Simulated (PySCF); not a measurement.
# U-wB97X-V/STO-3G run of MgSH (SMILES [Mg][SH])

What is the vertical doublet–quartet gap of MgSH at U-wB97X-V/STO-3G? The job is set up through a Python script.

The results are computed with PySCF 2.14.0.

10 further runs of the same task are left out: 4 that didn't finish, 6 set aside as unsound or not needed.

## Step 1: Starting point

The species is MgSH (3 atoms), meant as a doublet with charge 0. SMILES: `[Mg][SH]`. The coordinates come from a PBE0-D4/def2-TZVP relaxation.

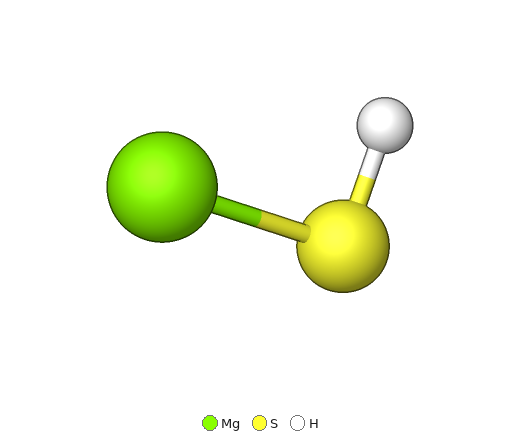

Viewed from a chosen angle; magnesium green, sulfur yellow, hydrogen white.

## Step 2: A single-point energy at U-wB97X-V/STO-3G

calc.py

```python
# [Mg][SH]
from pyscf import gto, dft

mol = gto.M(
    atom='''
Mg     1.366100    -0.566400     0.678300
S     -0.680600    -0.418400    -0.415200
H     -0.696400     0.920100    -0.276400
''',
    max_memory=1860,
    verbose=3,
    spin=1,
    basis='sto-3g',
)

mf = dft.UKS(mol)
mf.xc = 'wb97x-v'
mf.conv_tol = 1e-10
mf.grids.level = 5
mf.nlcgrids.level = 1
mf.kernel()
if not mf.converged:
    mf = mf.newton().run(mf.mo_coeff, mf.mo_occ)

energy = mf.e_tot
print('E = %.10f Eh' % energy)
```

On the command line:

```console
OMP_NUM_THREADS=1 python calc.py
```

Log:

```text
converged SCF energy = -591.78605885534  <S^2> = 0.75282547  2S+1 = 2.0028235
E = -591.7860588553 Eh
```

It took 12 s on 1 thread of Arm Neoverse V1, shared host; peak memory 0.19 GiB.

## Step 3: The quartet at the same level

job.py

```python
from pyscf import gto, dft

system = gto.Mole()
system.atom = 'Mg 1.366100 -0.566400 0.678300; S -0.680600 -0.418400 -0.415200; H -0.696400 0.920100 -0.276400'
system.max_memory = 1860
system.spin = 3
system.verbose = 3
system.basis = 'sto-3g'
system.build()

mf = dft.UKS(system)
mf.xc = 'wb97x-v'
mf.conv_tol = 1e-10
mf.grids.level = 5
mf.nlcgrids.level = 1
mf.kernel()
if not mf.converged:
    mf = mf.newton().run(mf.mo_coeff, mf.mo_occ)

energy = mf.e_tot
print('E(%s) = %.9f' % ('WB97X-V', energy))
```

On the command line:

```console
OMP_NUM_THREADS=1 python job.py
```

Log:

```text
WARN: HOMO 0.200122062782711 >= LUMO -0.330253429984802

WARN: HOMO 0.252871641007951 >= LUMO 0.178492168971404

WARN: HOMO 0.212599269468516 >= LUMO 0.154472797085527

WARN: HOMO 0.198370169071847 >= LUMO 0.147355425149308

WARN: HOMO 0.197682682681671 >= LUMO 0.144520354875551

WARN: HOMO 0.187254091402158 >= LUMO 0.129917416624251

WARN: HOMO 0.188340217282019 >= LUMO 0.124191005083992

WARN: HOMO 0.186385425079402 >= LUMO 0.121203569256667

WARN: HOMO 0.187628185362296 >= LUMO 0.121656693006385

WARN: HOMO 0.186925238959415 >= LUMO 0.121391759939513

WARN: HOMO 0.187099721415297 >= LUMO 0.121403420380179

WARN: HOMO 0.187105605430793 >= LUMO 0.121410984374433

WARN: HOMO 0.187089304658438 >= LUMO 0.121409272722178

WARN: HOMO 0.187087610945006 >= LUMO 0.121408896066373

WARN: HOMO 0.187087599137429 >= LUMO 0.121408940878432

converged SCF energy = -591.474251648242  <S^2> = 3.7534505  2S+1 = 4.0017249
E(WB97X-V) = -591.474251648
```

Wall time 16 s (1 thread of Arm Neoverse V1, shared host); peak memory 0.19 GiB.

## Step 4: What came out

At U-wB97X-V/STO-3G:

| quantity | value |
| --- | --- |
| doublet: total energy | -591.78606 Eh |
| doublet: dipole moment | 4.85 D |
| doublet: HOMO energy (highest over α and β) | -2.09 eV |
| doublet: LUMO energy (lowest over α and β) | 5.91 eV |
| doublet: ⟨S²⟩ | 0.753 |
| quartet: total energy | -591.47425 Eh |
| quartet: dipole moment | 2.88 D |
| quartet: ⟨S²⟩ | 3.753 |
| vertical energy of the quartet above the doublet | 8.485 eV |

**Reading.** At this shape the quartet lies 8.48 eV (819 kJ/mol) above the doublet. In a minimal basis such a difference can be off by several eV, whatever the method. Mulliken charges (quartet) run from -0.23 on H3 to +0.26 on Mg1.
